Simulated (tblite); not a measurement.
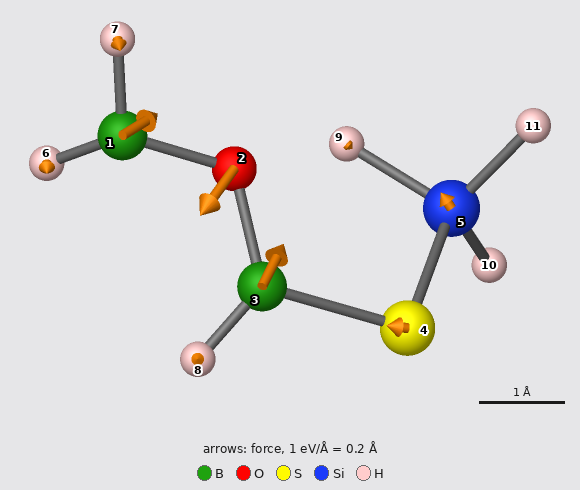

Starting geometry of B2SiH6SO with the computed forces as orange arrows. A ball-and-stick model, seen at a tilt.

These are results of GFN2-xTB geometry optimisation, gas phase in tblite 0.8.0, not measurements. 

### Is this structure relaxed? If not, where do the atoms go?

It isn't relaxed: the largest force vector, on O2, is 4.25 eV/Å. The final displacements have little in common with the starting forces (cosine between the two patterns 0.23). Over 122 geometry steps the energy falls by 158.3 kJ/mol. The atom that moves furthest after the best rigid fit is H11 (1.31 Å). Largest moves by element: H 1.31 Å, B 0.67 Å, O 0.64 Å, Si 0.49 Å, S 0.46 Å. Among the contacts that change: B1–O2 1.459 → 1.302 Å, O2–B3 1.450 → 1.301 Å, B3–S4 1.909 → 1.808 Å, Si5–H9 1.483 → 1.459 Å. Among the angles between lasting bonds that change: B1–O2–B3 114.6° → 178.7°, S4–Si5–H10 111.5° → 102.1°, O2–B3–S4 113.6° → 121.7°. Groups turn about S4–Si5 by about 45°, B3–S4 by about 35°. The run took 0.62 s on 1 thread of Arm Neoverse V1, on a shared host.
